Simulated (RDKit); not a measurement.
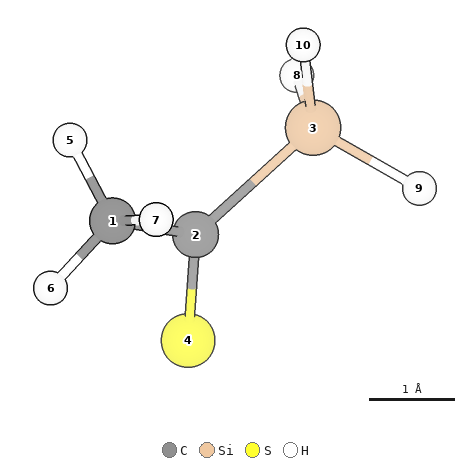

The input geometry (ball-and-stick view, seen at a tilt; atoms are numbered from 1 in the order of the input). Bond lengths as drawn: C–C 1.49 Å, C–H 1.09 Å, C–S 1.63 Å, C–Si 1.90 Å and H–Si 1.46 Å.

## C$_{2}$H$_{6}$SSi: geometry relaxation

C$_{2}$H$_{6}$SSi, computed with UFF (RDKit 2026.09.1).

The geometry comes from this level: GFN2-xTB.

### What the program printed
```
perceived SMILES: CC([SiH3])=S
start   E = 24.91997 kcal/mol
   20   E = 1.60212 kcal/mol
   40   E = 1.59576 kcal/mol
   60   E = 1.54414 kcal/mol
   80   E = 1.47232 kcal/mol
  100   E = 1.40679 kcal/mol
  120   E = 0.71678 kcal/mol
  140   E = 0.49356 kcal/mol
  160   E = 0.49052 kcal/mol
  180   E = 0.49051 kcal/mol
  200   E = 0.49050 kcal/mol
converged
C     -0.26285     1.21646    -0.76213
C     -0.62932    -0.11774    -0.18026
Si     0.59098    -1.08357     0.81732
S     -1.94077    -0.66284    -0.39325
H     -0.35109     1.18703    -1.86934
H     -0.93582     2.00494    -0.36218
H      0.78217     1.48795    -0.50403
H      0.82999    -2.38345     0.17271
H      0.05526    -1.29978     2.16958
H      1.86143    -0.34901     0.91158
energy gained 24.4295 kcal/mol
```

### Trajectory as extended XYZ (Å, eV, eV/Å), 10 frames, from step=20 to step=200
```
10
Properties=species:S:1:pos:R:3 step=20 energy=0.06947
C    -0.2814    1.2522   -0.6814
C    -0.6780   -0.0365   -0.0190
Si    0.6220   -1.1608    0.6533
S    -2.0587   -0.4185    0.0975
H     0.3694    1.0370   -1.5547
H    -1.1624    1.8326   -1.0347
H     0.2836    1.8790    0.0400
H     0.5499   -2.4591   -0.0310
H     0.4064   -1.3580    2.0956
H     1.9491   -0.5677    0.4345
10
Properties=species:S:1:pos:R:3 step=40 energy=0.06920
C    -0.2825    1.2539   -0.6750
C    -0.6800   -0.0350   -0.0158
Si    0.6204   -1.1588    0.6578
S    -2.0571   -0.4410    0.0473
H     0.3487    1.0358   -1.5621
H    -1.1634    1.8497   -1.0045
H     0.3060    1.8661    0.0405
H     0.5427   -2.4646   -0.0145
H     0.4169   -1.3349    2.1032
H     1.9482   -0.5713    0.4229
10
Properties=species:S:1:pos:R:3 step=60 energy=0.06696
C    -0.2812    1.2476   -0.6849
C    -0.6813   -0.0237    0.0065
Si    0.6197   -1.1442    0.6815
S    -2.0471   -0.4734   -0.0071
H     0.2365    1.0027   -1.6376
H    -1.1607    1.8952   -0.9055
H     0.4189    1.8214   -0.0376
H     0.5785   -2.4231   -0.0361
H     0.3733   -1.3744    2.1162
H     1.9435   -0.5281    0.5046
10
Properties=species:S:1:pos:R:3 step=80 energy=0.06385
C    -0.2813    1.2480   -0.6799
C    -0.6848   -0.0270    0.0010
Si    0.6161   -1.1359    0.6989
S    -2.0288   -0.5226   -0.1135
H     0.1391    1.0178   -1.6828
H    -1.1456    1.9390   -0.8031
H     0.4942    1.7691   -0.0760
H     0.5849   -2.4325    0.0071
H     0.3666   -1.3389    2.1333
H     1.9396   -0.5170    0.5150
10
Properties=species:S:1:pos:R:3 step=100 energy=0.06100
C    -0.2804    1.2411   -0.6981
C    -0.6775   -0.0397   -0.0249
Si    0.6185   -1.1218    0.7270
S    -2.0152   -0.5459   -0.1634
H    -0.0018    1.0271   -1.7555
H    -1.1150    1.9849   -0.6782
H     0.5950    1.6956   -0.1788
H     0.6561   -2.4059    0.0063
H     0.2918   -1.3709    2.1370
H     1.9284   -0.4645    0.6287
10
Properties=species:S:1:pos:R:3 step=120 energy=0.03108
C    -0.2726    1.2315   -0.7353
C    -0.6345   -0.1146   -0.1717
Si    0.5998   -1.0938    0.7985
S    -1.9321   -0.6822   -0.4143
H    -0.2359    1.1745   -1.8496
H    -1.0254    1.9991   -0.4262
H     0.7332    1.5553   -0.3751
H     0.7384   -2.4363    0.2036
H     0.1254   -1.2262    2.1856
H     1.9037   -0.4074    0.7845
10
Properties=species:S:1:pos:R:3 step=140 energy=0.02140
C    -0.2634    1.2176   -0.7591
C    -0.6295   -0.1182   -0.1802
Si    0.5914   -1.0836    0.8155
S    -1.9391   -0.6664   -0.3979
H    -0.3431    1.1866   -1.8668
H    -0.9444    2.0035   -0.3681
H     0.7789    1.4947   -0.4922
H     0.8210   -2.3875    0.1756
H     0.0605   -1.2905    2.1715
H     1.8677   -0.3561    0.9018
10
Properties=species:S:1:pos:R:3 step=160 energy=0.02127
C    -0.2628    1.2166   -0.7621
C    -0.6293   -0.1178   -0.1804
Si    0.5910   -1.0836    0.8173
S    -1.9406   -0.6631   -0.3938
H    -0.3509    1.1874   -1.8693
H    -0.9361    2.0048   -0.3620
H     0.7821    1.4883   -0.5038
H     0.8295   -2.3839    0.1733
H     0.0556   -1.2993    2.1698
H     1.8615   -0.3493    0.9109
10
Properties=species:S:1:pos:R:3 step=180 energy=0.02127
C    -0.2629    1.2165   -0.7621
C    -0.6293   -0.1177   -0.1803
Si    0.5910   -1.0836    0.8173
S    -1.9408   -0.6629   -0.3933
H    -0.3510    1.1870   -1.8693
H    -0.9359    2.0049   -0.3622
H     0.7821    1.4880   -0.5039
H     0.8299   -2.3835    0.1727
H     0.0553   -1.2997    2.1696
H     1.8615   -0.3491    0.9115
10
Properties=species:S:1:pos:R:3 step=200 energy=0.02127
C    -0.2628    1.2165   -0.7621
C    -0.6293   -0.1177   -0.1803
Si    0.5910   -1.0836    0.8173
S    -1.9408   -0.6628   -0.3932
H    -0.3511    1.1870   -1.8693
H    -0.9358    2.0049   -0.3622
H     0.7822    1.4880   -0.5040
H     0.8300   -2.3834    0.1727
H     0.0553   -1.2998    2.1696
H     1.8614   -0.3490    0.9116
```

This output came from the following input.

### Input (job.py)
```python
import json
import numpy as np
from rdkit import Chem
from rdkit.Chem import AllChem
from rdkit.Chem import rdDetermineBonds

mol = Chem.MolFromXYZFile("mol.xyz")
rdDetermineBonds.DetermineBonds(mol, charge=0)
print("perceived SMILES:", Chem.MolToSmiles(Chem.RemoveHs(mol)))
symbols = [a.GetSymbol() for a in mol.GetAtoms()]
start = mol.GetConformer().GetPositions().copy()

ff = AllChem.UFFGetMoleculeForceField(mol)
e0 = ff.CalcEnergy()
print(f"start   E = {e0:.5f} kcal/mol")
path, flag, n = [], 1, 0
while flag and n < 2000:
    flag = ff.Minimize(maxIts=20, forceTol=0.0001)
    n += 20
    path.append((n, ff.CalcEnergy(), mol.GetConformer().GetPositions().tolist()))
    print(f"{n:5d}   E = {path[-1][1]:.5f} kcal/mol")
print("converged" if flag == 0 else "iteration limit reached")
final = mol.GetConformer().GetPositions()
for a, p in zip(symbols, final):
    print(f"{a:<2} {p[0]:11.5f} {p[1]:11.5f} {p[2]:11.5f}")
print(f"energy gained {e0 - path[-1][1]:.4f} kcal/mol")
json.dump(dict(symbols=symbols, start=start.tolist(), start_energy=e0, energy=path[-1][1], final=final.tolist(), path=path, success=flag == 0), open("results.json", "w"))
```

### File mol.xyz
```
10

C     -0.268250     1.257200    -0.689690
C     -0.659640    -0.010740    -0.022520
Si     0.669470    -1.185070     0.670340
S     -2.226310    -0.430210     0.128720
H      0.384680     1.038370    -1.535330
H     -1.136080     1.815020    -1.036580
H      0.305140     1.872460     0.004890
H      0.565100    -2.441070    -0.066940
H      0.394760    -1.366100     2.092260
H      1.971120    -0.549860     0.454850
```

Run as:
```bash
python job.py
```

### Summary

| quantity | value |
| --- | --- |
| outcome | converged |
| total energy | 0.000782 hartree |
| hardware | 1 thread of Arm Neoverse V1, 24 GiB of memory available, shared host |
| peak memory | 0.074 GiB |
